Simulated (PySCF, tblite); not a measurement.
# C6H6F3O radical: geometry, infrared bands and EPR parameters

Aim: predict the infrared bands and EPR parameters of C6H6F3O radical (`[CH2]CO/C=C\C(F)=C(F)F`).

The runs use tblite 0.8.0 and PySCF 2.14.0, with density-fitted response routines of our own; the level of theory stands in each step. All values are computed, except where a source is named. Atoms count from 0, in the outputs and in this text.

### Step 1. The starting structure

16 atoms, charge 0, multiplicity 2; geometry from: force field or distance geometry start.

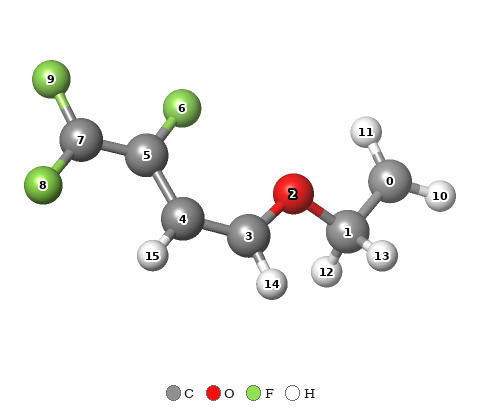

The starting geometry (carbon grey, oxygen red, fluorine green, hydrogen white), atoms numbered.

### Step 2. Relaxing the molecule with GFN2-xTB

Job settings and geometry (Å):

```
{"job": {"kind": "relax", "xc": "GFN2-xTB", "basis": "xTB"}, "charge": 0, "multiplicity": 2}
C      3.028600     0.952800     0.156300
C      2.203300    -0.226100    -0.222800
O      0.879200     0.000200     0.225500
C      0.011400    -0.992800    -0.140800
C     -1.314300    -0.846500    -0.238100
C     -2.051800     0.384600    -0.045500
F     -1.344500     1.501500     0.265700
C     -3.369800     0.492100    -0.147700
F     -4.123500    -0.593700    -0.464500
F     -3.981900     1.678000     0.055500
H      4.097400     0.905600     0.118900
H      2.535000     1.907900     0.331800
H      2.230500    -0.364500    -1.290300
H      2.618900    -1.120200     0.280000
H      0.481200    -1.953400    -0.289200
H     -1.907200    -1.716500    -0.502400
```

Started as:

```
OMP_NUM_THREADS=1 python probes_run.py task.json out
```

This one command runs all jobs of the session in turn.

Output:

```text
step      E/eV     max force
  0    -925.57674    1.766
  1    -925.67676    1.370
  2    -925.71891    0.613
  3    -925.74733    0.371
  4    -925.76148    0.220
  5    -925.76623    0.162
  6    -925.76859    0.129
  7    -925.77031    0.106
  8    -925.77181    0.101
  9    -925.77346    0.103
 10    -925.77503    0.100
 11    -925.77689    0.112
 12    -925.77910    0.138
 13    -925.78182    0.151
 14    -925.78468    0.140
 15    -925.78718    0.132
 16    -925.78927    0.121
 17    -925.79111    0.153
 18    -925.79286    0.134
 19    -925.79454    0.104
 20    -925.79600    0.094
 21    -925.79724    0.080
 22    -925.79830    0.085
 23    -925.79915    0.086
 24    -925.79980    0.071
 25    -925.80036    0.066
 26    -925.80093    0.061
 27    -925.80147    0.057
 28    -925.80189    0.053
 29    -925.80218    0.043
 30    -925.80245    0.041
 31    -925.80273    0.046
 32    -925.80295    0.033
 33    -925.80308    0.029
 34    -925.80320    0.031
 35    -925.80335    0.035
 36    -925.80354    0.041
 37    -925.80373    0.041
 38    -925.80391    0.043
 39    -925.80408    0.038
 40    -925.80428    0.045
 41    -925.80444    0.034
 42    -925.80452    0.020
 43    -925.80456    0.017
 44    -925.80461    0.022
 45    -925.80469    0.031
 46    -925.80480    0.028
 47    -925.80491    0.026
 48    -925.80503    0.041
 49    -925.80520    0.051
 50    -925.80545    0.048
 51    -925.80575    0.046
 52    -925.80602    0.037
 53    -925.80627    0.046
 54    -925.80652    0.046
 55    -925.80675    0.039
 56    -925.80690    0.025
 57    -925.80697    0.023
 58    -925.80704    0.032
 59    -925.80714    0.033
 60    -925.80724    0.024
 61    -925.80731    0.023
 62    -925.80735    0.017
 63    -925.80739    0.018
 64    -925.80742    0.015
 65    -925.80744    0.012
 66    -925.80746    0.011
 67    -925.80747    0.009
```

It took 1.2 s on 1 thread of Intel Xeon at 2.50GHz, shared host.

Along the way: (not every step is listed)

```
step  energy from step 0 (eV)  largest force (eV/Å)
   0                   0.0000                1.7664
   1                  -0.1000                1.3702
   2                  -0.1422                0.6126
   3                  -0.1706                0.3713
   4                  -0.1847                0.2202
   5                  -0.1895                0.1622
   6                  -0.1919                0.1287
   7                  -0.1936                0.1062
   8                  -0.1951                0.1008
  13                  -0.2051                0.1510
  18                  -0.2161                0.1340
  23                  -0.2224                0.0863
  28                  -0.2251                0.0532
  33                  -0.2263                0.0287
  38                  -0.2272                0.0429
  43                  -0.2278                0.0170
  48                  -0.2283                0.0407
  53                  -0.2295                0.0457
  58                  -0.2303                0.0317
  62                  -0.2306                0.0166
  63                  -0.2307                0.0178
  64                  -0.2307                0.0149
  65                  -0.2307                0.0117
  66                  -0.2307                0.0107
  67                  -0.2307                0.0088
```

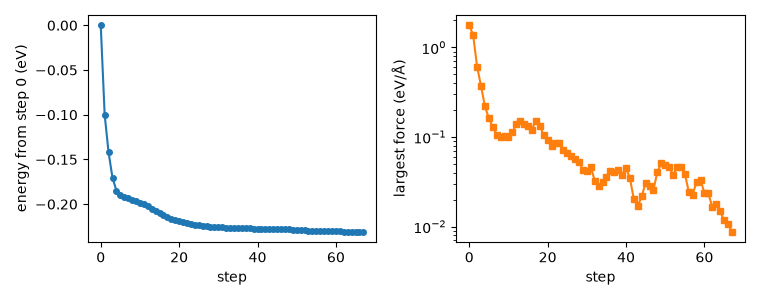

Energy and force, step by step.

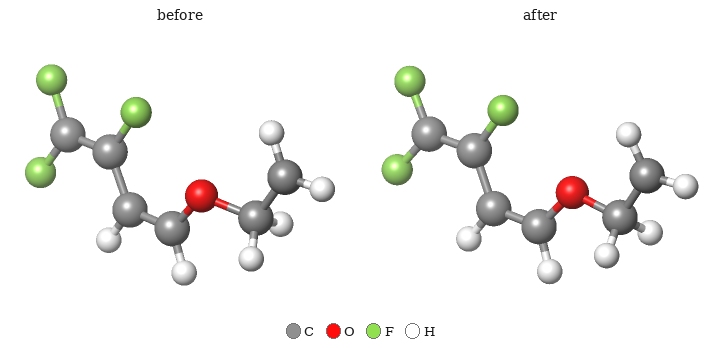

Before and after, at one scale.

Close pairs (by a distance rule), those that changed most:

```
  bond  before (Å)  after (Å)  change (Å)
 O2–C3       1.369      1.335      -0.033
C1–H12       1.077      1.108      +0.031
 C7–F8       1.359      1.333      -0.026
 C7–F9       1.350      1.327      -0.023
C0–H11       1.089      1.069      -0.020
 C0–C1       1.488      1.468      -0.020
 C5–F6       1.358      1.345      -0.013
 C5–C7       1.326      1.338      +0.012
```

The next job starts from the end point, and lists it.

### Step 3. Vibrational analysis with GFN2-xTB

Job settings and geometry (Å):

```
{"job": {"kind": "ir", "xc": "GFN2-xTB", "basis": "xTB"}, "charge": 0, "multiplicity": 2}
C      3.022453     0.967278     0.183843
C      2.249922    -0.220085    -0.203207
O      0.867830     0.058853    -0.107273
C      0.022940    -0.960925    -0.279697
C     -1.313611    -0.834424    -0.266865
C     -2.034353     0.399195    -0.077809
F     -1.337138     1.533175     0.112850
C     -3.369319     0.491946    -0.080232
F     -4.172892    -0.556534    -0.258396
F     -4.076180     1.602771     0.087341
H      4.089483     0.954232     0.102502
H      2.507227     1.842458     0.518923
H      2.496788    -0.529057    -1.238468
H      2.504202    -1.086827     0.439752
H      0.459469    -1.943847    -0.433267
H     -1.924419    -1.709266    -0.407592
```

Output:

```text
mode    cm-1     km/mol
  1      21.8      0.57
  2      42.9      0.11
  3      73.3      0.03
  4     105.5      5.81
  5     144.6      5.06
  6     153.2      0.81
  7     158.4      2.52
  8     235.4      2.79
  9     293.7      5.73
 10     311.2      2.65
 11     408.9     45.23
 12     416.0     35.59
 13     423.1      0.67
 14     448.0      2.14
 15     512.5      2.25
 16     545.7     12.01
 17     668.4      4.50
 18     777.6     17.19
 19     795.2     18.27
 20     871.7      0.30
 21     884.3      1.57
 22     907.3      2.52
 23    1050.6    340.25
 24    1082.3     61.92
 25    1114.9    150.95
 26    1160.6      6.51
 27    1162.6    108.97
 28    1202.7    231.46
 29    1252.7     84.65
 30    1273.2     60.14
 31    1311.0     49.65
 32    1355.2     16.62
 33    1375.5     60.12
 34    1428.9     12.45
 35    1652.4    409.45
 36    1725.9     70.87
 37    2718.1     35.52
 38    2783.0     53.46
 39    3010.4     32.60
 40    3133.0      3.02
 41    3160.5      5.97
 42    3219.7     11.46
```

Wall time 1.6 s (1 thread of Intel Xeon at 2.50GHz, shared host).

The strongest bands and the atoms that carry them (share of the mass-weighted mode):

```
cm⁻¹  km/mol                                atoms
1051   340.2            C5 32 %, C7 19 %, F9 13 %
1082    61.9  O2 22 %, C1 18 %, C3 17 %, H15 11 %
1115   150.9  C1 28 %, O2 28 %, C0 11 %, H15 11 %
1163   109.0            C1 34 %, C0 19 %, O2 13 %
1203   231.5            C7 72 %, F8 14 %, F9 12 %
1253    84.7          C5 50 %, H14 18 %, H15 16 %
1652   409.4                     C3 50 %, C4 43 %
1726    70.9                     C7 52 %, C5 43 %
```

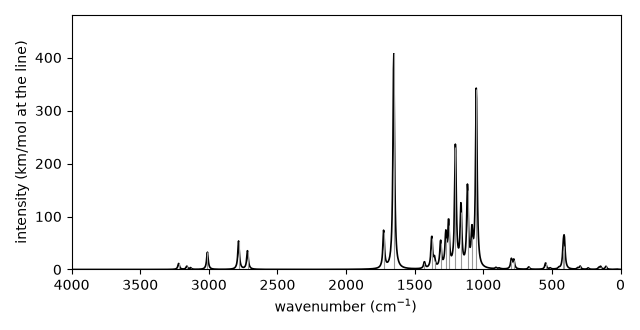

The infrared spectrum from these modes, unscaled. Lines are broadened to a width of 14 cm⁻¹ (Lorentzian).

### Step 4. g tensor and hyperfine couplings: B3LYP/pcH-1

Same as in step 3 but for these lines:

```diff
@@ -1,2 +1,2 @@
-{"job": {"kind": "ir", "xc": "GFN2-xTB", "basis": "xTB"}, "charge": 0, "multiplicity": 2}
+{"job": {"kind": "epr", "basis": "pcH-1"}, "charge": 0, "multiplicity": 2}
 C      3.022453     0.967278     0.183843
```

Level: UKS B3LYP, pcH-1 on C F H O, non-relativistic, mean-field spin-orbit, GIAO.

Output:

```text
UKS, coarse grid
  cycle   1  E = -606.73387062  |g| = 6.82e-01
  cycle   2  E = -606.37047939  |g| = 1.22e+00
  cycle   3  E = -606.87840571  |g| = 1.79e-01
  cycle   4  E = -606.88989802  |g| = 9.35e-02
  cycle   5  E = -606.89372644  |g| = 1.63e-02
  cycle   6  E = -606.89383634  |g| = 5.86e-03
  cycle   7  E = -606.89385291  |g| = 1.66e-03
  cycle   8  E = -606.89385427  |g| = 9.46e-04
UKS, final grid
  cycle   1  E = -606.89369578  |g| = 1.36e-03
  cycle   2  E = -606.89369473  |g| = 2.18e-03
  cycle   3  E = -606.89369647  |g| = 1.66e-04
  cycle   4  E = -606.89369648  |g| = 5.90e-05
  cycle   5  E = -606.89369648  |g| = 3.89e-05
  cycle   6  E = -606.89369648  |g| = 1.17e-05
E = -606.89369648 Eh   <S^2> = 0.7537 (exact 0.7500)
g shifts (ppm)      1          2          3
  rmc          -132       -132       -132
  gc              2         31         16
  oz_so           6        549        713
  total        -125        448        596
hyperfine (MHz)  atom isotope    a_iso     a_fc   dipolar eigenvalues
    0   13C      87.91      87.91    -82.75    -82.18    164.92
    1   13C     -40.11     -40.11     -2.38      0.26      2.12
    2   17O       1.39       1.39     -1.31      0.61      0.71
    3   13C      -1.81      -1.81     -0.35     -0.23      0.58
    4   13C      -0.14      -0.14     -0.28     -0.12      0.40
    5   13C       0.08       0.08     -0.16     -0.10      0.26
    6   19F      -0.08      -0.08     -0.86     -0.68      1.54
    7   13C      -0.04      -0.04     -0.13     -0.04      0.18
    8   19F      -0.04      -0.04     -0.25     -0.14      0.39
    9   19F      -0.04      -0.04     -0.30     -0.14      0.44
   10    1H     -63.95     -63.95    -39.79     -0.46     40.25
   11    1H     -66.92     -66.92    -40.12     -0.05     40.18
   12    1H     121.64     121.64     -5.34     -3.97      9.32
   13    1H     131.23     131.23     -5.61     -3.63      9.24
   14    1H       0.08       0.08     -1.44     -1.18      2.62
   15    1H       0.09       0.09     -0.43     -0.42      0.85
```

Run time: 3.9 min. Hardware: 1 thread of Intel Xeon at 2.50GHz, shared host; peak memory 1.1 GiB.

Principal g values 2.00219, 2.00277, 2.00292; g(iso) = 2.00263, against 2.00232 for a free electron.

Hyperfine couplings; where a row names several nuclei, a(iso) is their mean (it holds for fast rotation or exchange) and the dipolar term the largest among them:

```
  nuclei  isotope  a(iso) (MHz)  a(iso) (G, at g = 2.0023)  largest dipolar term (MHz)
H12, H13       1H         126.4                       45.1                         9.3
      C0      13C          87.9                       31.4                       164.9
H10, H11       1H         -65.4                      -23.3                        40.3
      C1      13C         -40.1                      -14.3                        -2.4
      C3      13C          -1.8                       -0.6                         0.6
      O2      17O           1.4                        0.5                        -1.3
      C4      13C          -0.1                       -0.1                         0.4
     H15       1H           0.1                        0.0                         0.8
      C5      13C           0.1                        0.0                         0.3
     H14       1H           0.1                        0.0                         2.6
      F6      19F          -0.1                        0.0                         1.5
      C7      13C           0.0                        0.0                         0.2
      F8      19F           0.0                        0.0                         0.4
      F9      19F           0.0                        0.0                         0.4
```

Mulliken spin populations:

C0 1.08; C1 -0.09; O2 0.00; C3 0.00; C4 0.00; C5 0.00; F6 0.00; C7 0.00; F8 0.00; F9 0.00; H10 -0.05; H11 -0.04; H12 0.05; H13 0.05; H14 0.00; H15 0.00

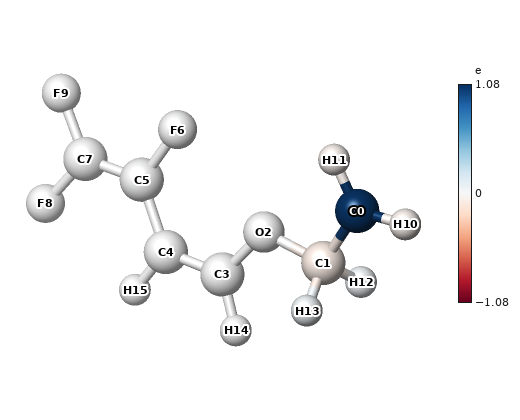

Mulliken spin populations, as colours on the atoms.

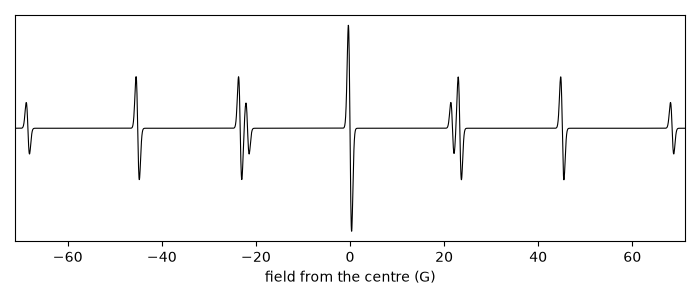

First-order isotropic spectrum (first derivative, main isotopes with spin only, couplings over 0.8 MHz, Gaussian width 0.3 G; couplings of the frozen geometry, rotation of groups not averaged beyond the rows shown).

Orbitals, density, ELF and potential are computed afterwards from the orbital file.

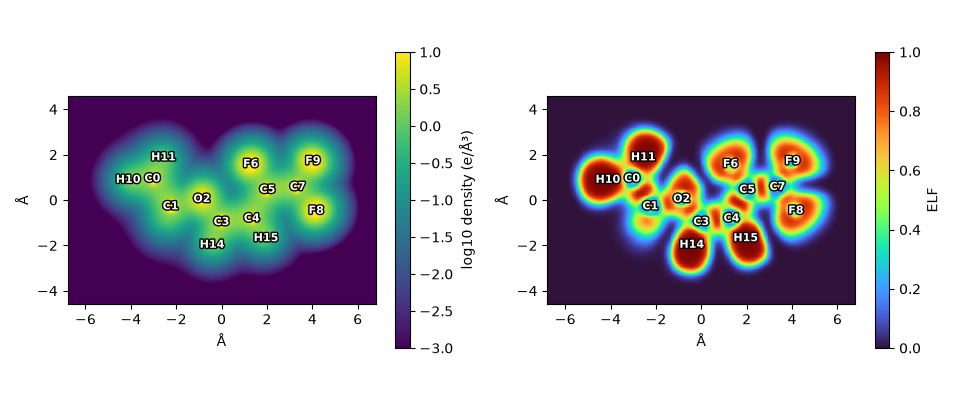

Density (left) and ELF (right) in a plane through or near 14 of the atoms.

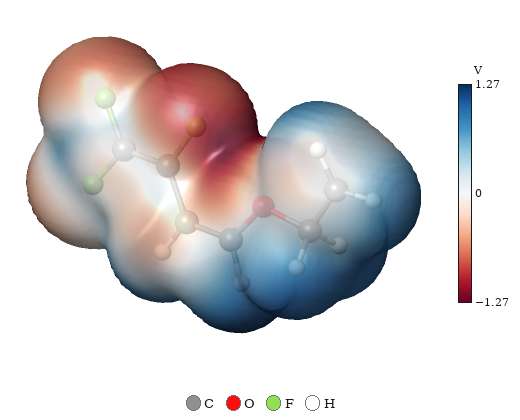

The potential that a unit positive charge feels on the 0.002 e/bohr³ surface, from the 1st to the 99th percentile, from -1.23 V near F6 to 1.27 V near H14.

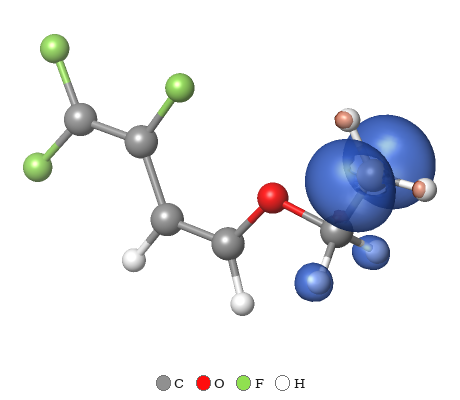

Spin density at ±0.05 e/Å³ (alpha excess blue, beta excess red).

### Step 5. Summary of results

| quantity | value |
| --- | --- |
| strongest single infrared mode (GFN2-xTB) | 1652 cm⁻¹, 409 km/mol |
| zero-point energy (GFN2-xTB) | 64.9 kcal/mol |
| g(iso) (B3LYP) | 2.00263 |
| ⟨S²⟩ | 0.754 (exact 0.75) |
| largest a(iso) (averaged by class) | 1H on H12, H13, 126.4 MHz |
| surface potential, 1st and 99th percentile | -1.23 V and 1.27 V |

In words: The optimisation took 67 steps and gained 0.231 eV; among the close pairs (by a distance rule), O2–C3 changed most, from 1.369 to 1.335 Å. No mode is imaginary among the 42: a minimum at this level. The strongest single mode, at 1652 cm⁻¹, moves mainly C3 and C4. GFN2-xTB is a fitted tight-binding method: band positions and strengths are rough. Its intensities can rank the bands wrongly. C0 carries the largest spin population, 1.08 e. The isotropic g lies 0.3 ppt above the free-electron value.
